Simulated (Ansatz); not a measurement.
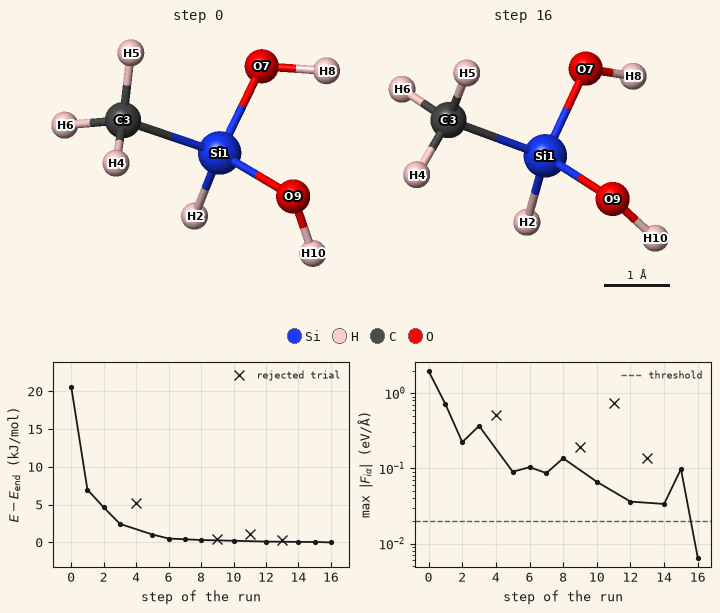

First and last geometry of a relaxation of CH6O2Si, with the history of the run. The picture is a ball-and-stick view, seen at a tilt.

The run prepares the start of a later molecular dynamics calculation, from a guessed geometry.

Computed with Ansatz 0.2.0, RKS PBE0/def2-SVP.

The input:
```yaml
crystal:
  periodic: [false, false, false]
  atoms:
    - { symbol: Si, position_ang: [0.0, 0.0, 0.0] }
    - { symbol: H, position_ang: [0.0, 0.0, 1.46] }
    - { symbol: C, position_ang: [1.7634, 0.0, -0.6227] }
    - { symbol: H, position_ang: [2.1111, -1.0463, -0.7509] }
    - { symbol: H, position_ang: [1.8119, 0.5276, -1.5981] }
    - { symbol: H, position_ang: [2.4154, 0.5187, 0.1108] }
    - { symbol: O, position_ang: [-0.7913, 1.3709, -0.5594] }
    - { symbol: H, position_ang: [-1.7491, 1.1401, -0.7818] }
    - { symbol: O, position_ang: [-0.7913, -1.3709, -0.5594] }
    - { symbol: H, position_ang: [-1.2459, -1.8365, 0.2129] }
basis:
  gaussian: { orbitals: def2-SVP }
hamiltonian:
  xc: pbe0
relax:
  f_tol: 0.02
  max_steps: 40
```

Run as
```bash
ansatz run input.yaml --threads 1 --pin off --max-ram 2048MiB --backend cpu --events-out ev --progress --plain --runs-dir out
```

Question: Did the run converge, and what did it change?

Answer: It converged. After 12 accepted moves (16 points after the start) the energy has fallen by 20.6 kJ/mol. Largest force component: 2 eV/Å at the start, 0.0064 eV/Å at the end. The line search rejected the trial steps at points 4, 9, 11, 13 of the run. The largest moves after the best rigid fit, 0.59 Å, are those of H6 and H8. Largest moves by element: H 0.59 Å, O 0.18 Å, Si 0.08 Å, C 0.01 Å. Near-neighbour distances that change, for instance: O7–H8 1.010 → 0.961 Å, Si1–H2 1.460 → 1.500 Å, Si1–C3 1.870 → 1.851 Å, Si1–O7 1.679 → 1.665 Å. Bond angles that change, for instance: Si1–O7–H8 109.5° → 117.7°, Si1–O9–H10 109.5° → 117.4°, H2–Si1–C3 109.4° → 113.6°. Groups turn about Si1–O7 by about 45°, Si1–C3 by about 30°, Si1–O9 by about 25°.

| step | E − E(0), kJ/mol | largest force component, eV/Å | note |
| --- | --- | --- | --- |
| 0 | 0.00 | 1.9652 |  |
| 1 | -13.65 | 0.7135 |  |
| 2 | -15.98 | 0.2232 |  |
| 3 | -18.17 | 0.3674 |  |
| 4 | -15.42 | 0.5082 | rejected |
| 5 | -19.58 | 0.0902 |  |
| 6 | -20.11 | 0.1037 |  |
| 7 | -20.21 | 0.0866 |  |
| 8 | -20.31 | 0.1363 |  |
| 9 | -20.21 | 0.1916 | rejected |
| 10 | -20.40 | 0.0663 |  |
| 11 | -19.47 | 0.7505 | rejected |
| 12 | -20.52 | 0.0362 |  |
| 13 | -20.36 | 0.1382 | rejected |
| 14 | -20.56 | 0.0337 |  |
| 15 | -20.57 | 0.0982 |  |
| 16 | -20.63 | 0.0064 |  |
